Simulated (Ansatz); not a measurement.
# Calculations on C$_{2}$H$_{11}$NSi$_{2}$

Part 1: Relaxation

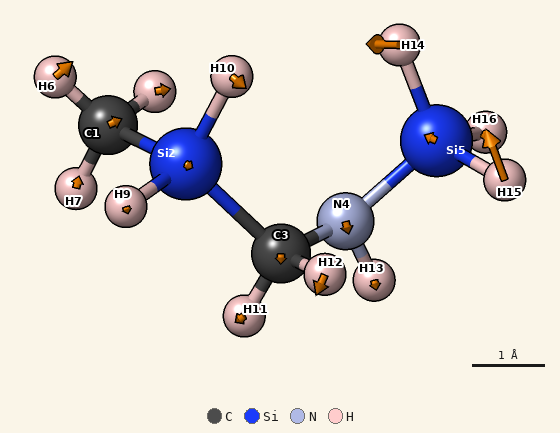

This is a relaxation of C$_{2}$H$_{11}$NSi$_{2}$. The starting structure is drawn; orange arrows show the displacements, at their true length. The two geometries are superimposed by the best rigid fit.

Style: ball-and-stick. Shown at a tilt.

The run prepares an end point of a later path (torsion) calculation, from a guessed geometry.

All numbers below come from Ansatz, RKS PBE0/def2-SVP. Set-up: no spin polarisation; force threshold 0.015 eV/Å; at most 40 steps.

Question: What happened in the run?

Answer: The energy falls by 0.586 eV in 15 accepted moves (16 points after the start). Largest force component: 3.3 eV/Å at the start, 0.0093 eV/Å at the end. The line search rejected the trial step at point 11 of the run. An H atom moves most after the best rigid fit: 0.80 Å. Largest moves by element: H 0.80 Å, C 0.22 Å, Si 0.20 Å, N 0.20 Å. Some distances before and after: C–H 1.027 → 1.101 Å, H–N 1.078 → 1.015 Å, C–N 1.403 → 1.452 Å, C–H 1.058 → 1.106 Å. Among the angles between lasting bonds that change: Si–N–H 104.4° → 114.2°, N–Si–H 105.4° → 115.1°, N–C–H 107.9° → 113.6°.

Part 2: Relaxation

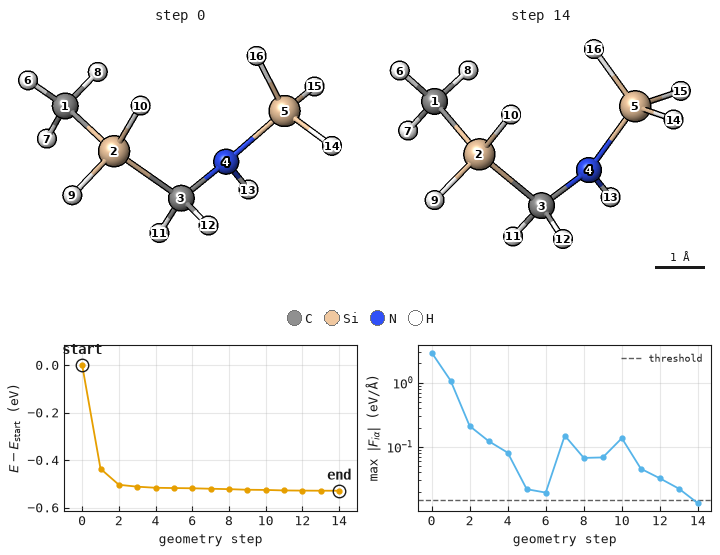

First and last geometry of a relaxation of C₂H₁₁NSi₂, with the history of the run. Style: ball-and-stick. Shown at a tilt.

The run prepares an end point of a later path (torsion) calculation, from a guessed geometry.

The calculation used RKS PBE0/def2-SVP (Ansatz).

Input
```yaml
crystal:
  periodic: [false, false, false]
  atoms:
    - { symbol: C, position_ang: [-0.6448, -2.2977, -0.2419] }
    - { symbol: Si, position_ang: [0.8539, -1.2483, -0.1634] }
    - { symbol: C, position_ang: [0.5983, 0.4699, -0.9191] }
    - { symbol: "N", position_ang: [-0.4019, 1.2537, -0.3255] }
    - { symbol: Si, position_ang: [-0.4591, 2.0438, 1.1673] }
    - { symbol: H, position_ang: [-0.5336, -3.2398, 0.1525] }
    - { symbol: H, position_ang: [-1.0045, -2.3603, -1.2847] }
    - { symbol: H, position_ang: [-1.4644, -1.7695, 0.3091] }
    - { symbol: H, position_ang: [1.9442, -1.931, -0.8591] }
    - { symbol: H, position_ang: [1.3085, -1.1336, 1.2752] }
    - { symbol: H, position_ang: [0.401, 0.3236, -1.9486] }
    - { symbol: H, position_ang: [1.5883, 1.0422, -0.8401] }
    - { symbol: H, position_ang: [-0.8122, 1.9667, -1.0225] }
    - { symbol: H, position_ang: [0.62697, 3.05665, 1.25449] }
    - { symbol: H, position_ang: [-1.78501, 2.67644, 1.22359] }
    - { symbol: H, position_ang: [-0.3348, 1.06543, 2.29451] }
basis:
  gaussian: { orbitals: def2-SVP }
hamiltonian:
  xc: pbe0
relax:
  f_tol: 0.015
  max_steps: 40
```

Command:
```bash
ansatz run input.yaml --threads 2 --pin off --max-ram 3072MiB --backend cpu --events-out ev --progress --plain --runs-dir out
```

**Did the run converge, and what did it change?**

It converged. The largest move after the best rigid fit is that of H14, 0.76 Å. Largest moves by element: H 0.76 Å, Si 0.22 Å, C 0.22 Å, N 0.20 Å. Among the contacts that change: C1–H6 1.027 → 1.101 Å, N4–H13 1.078 → 1.015 Å, C3–N4 1.403 → 1.452 Å, C3–H11 1.058 → 1.106 Å. Among the angles between lasting bonds that change: Si5–N4–H13 104.4° → 114.2°, N4–C3–H12 107.9° → 113.6°, N4–Si5–H14 110.2° → 115.2°. After 14 geometry steps the energy has fallen by 0.529 eV. The largest force component goes from 3 to 0.013 eV/Å.

Part 3: Path

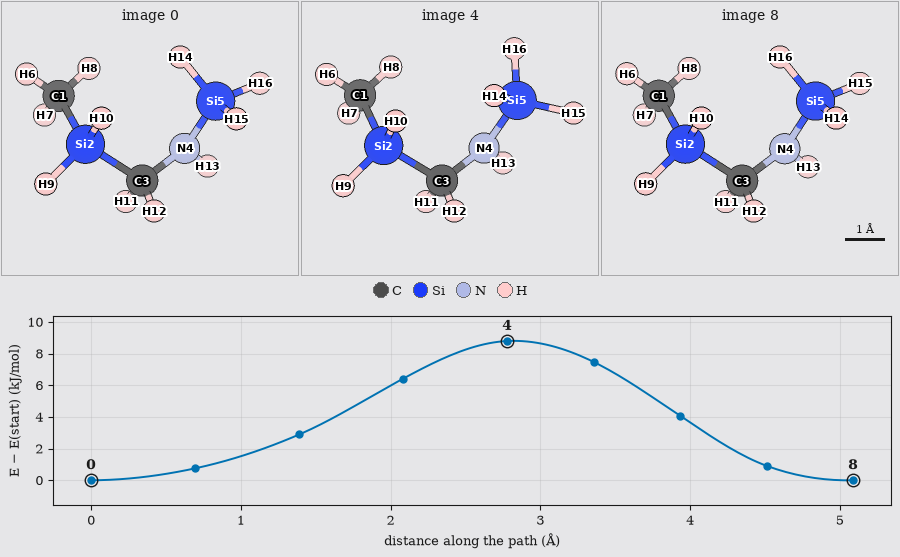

NEB run on C2H11NSi2. Images are numbered from 0 (start) to 8 (end). Style: ball-and-stick. Shown face on.

Computed with Ansatz, RKS PBE0/def2-SVP. Set-up: 7 movable images; climbing image; force threshold 0.05 eV/Å; iteration limit 36; starting path by image-dependent pair potential.

### Describe the mechanism and the energy profile.

The motion is a rotation about the N4–Si5 bond by about 120°. No bond forms or breaks between the ends. Bond angles that change up to the highest image, for instance: N4–Si5–H16 105.8° → 113.0°, N4–Si5–H15 115.1° → 111.6°. The two ends have the same energy, and the highest point, image 4, lies 8.8 kJ/mol above the start. The band converged in 6 iterations. The largest component of the band force went from 1.2 to 0.05 eV/Å. The climbing image converged on the top of the path. Its vibrational analysis gives 2 imaginary modes over 30i cm⁻¹, so it isn't confirmed as a transition state.

Cost: 3.3 min on 2 threads of Arm Neoverse V2 (shared host), peak memory 0.35 GiB.
